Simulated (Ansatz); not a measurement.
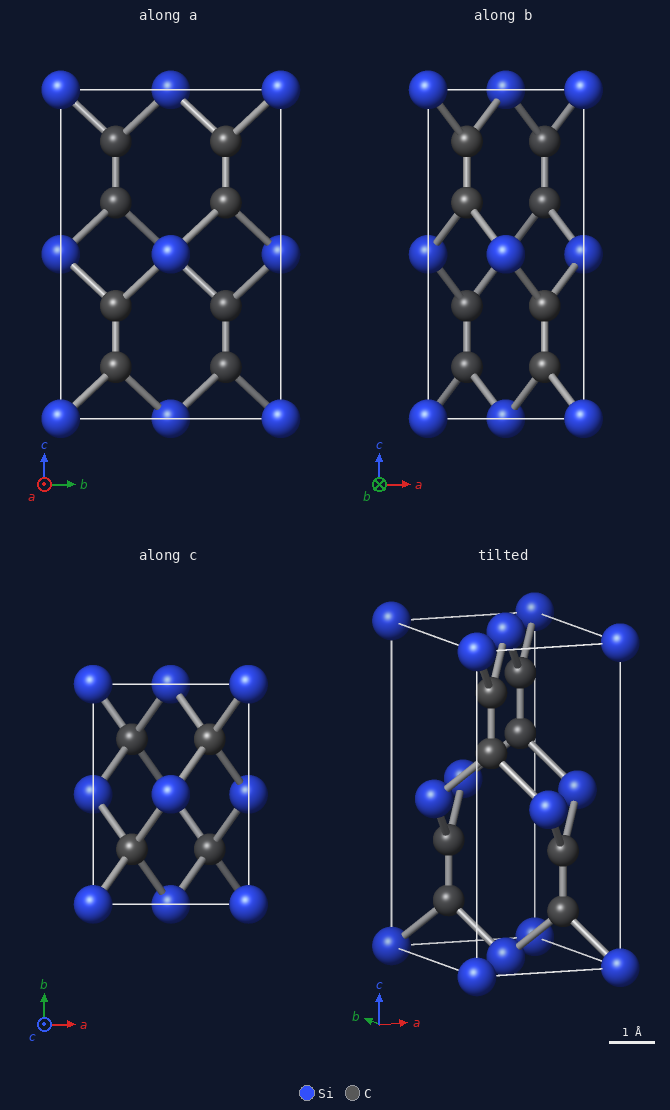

The figure gives a ball-and-stick picture of the atoms, viewed along the a axis, along the b axis, along the c axis and slightly off an axis. The wireframe shows the conventional unit cell.

Lattice parameters: a = 3.469 Å, b = 4.912 Å, c = 7.338 Å, α = 90.00°, β = 90.00°, γ = 90.00°.

**Record the structure as a table of Wyckoff sites, with free fractional coordinates to two decimals.**

Space group F222 (No. 22).
```csv
atom,site,x,y,z
Si,4a,0.50,0.50,0.00
C,8h,0.75,0.25,0.34
```

The structure comes from a structure type filled with these elements by a generator (whether the compound takes this form wasn't checked). A relaxation with DFT PBE, scalar-relativistic, plane waves, PAW (Ansatz 0.2.0) gave the geometry drawn.
